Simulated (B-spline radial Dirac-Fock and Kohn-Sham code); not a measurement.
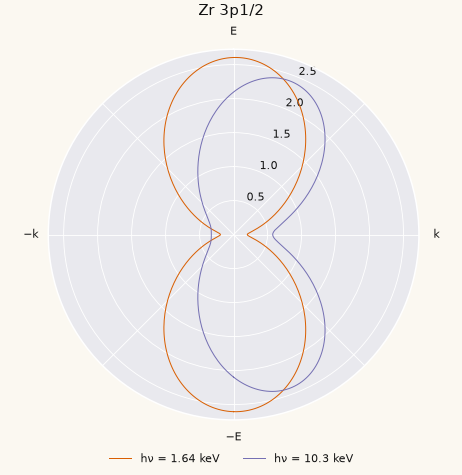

Angular distribution of photoelectrons from M2 (3p1/2) in the plane of the polarisation E (up) and the photon direction k (right), relative to an isotropic one. System: neutral Zr. Computed with a B-spline radial code: a Dirac–Hartree–Slater potential; 1 + βP₂(cos θ) + (δ + γ cos²θ) sin θ cos φ with E1 and E1–E2 terms. Open shells are averaged over j.

Q: Is the pattern at 10.3 keV symmetric between forward and backward?

A: No: 45° forward of E it is 2.9 times the value 45° backward, from the non-dipole terms.

Q: What are β, γ and δ at 10.3 keV?

A: β = 1.097, γ = 1.523, δ = 0.124.
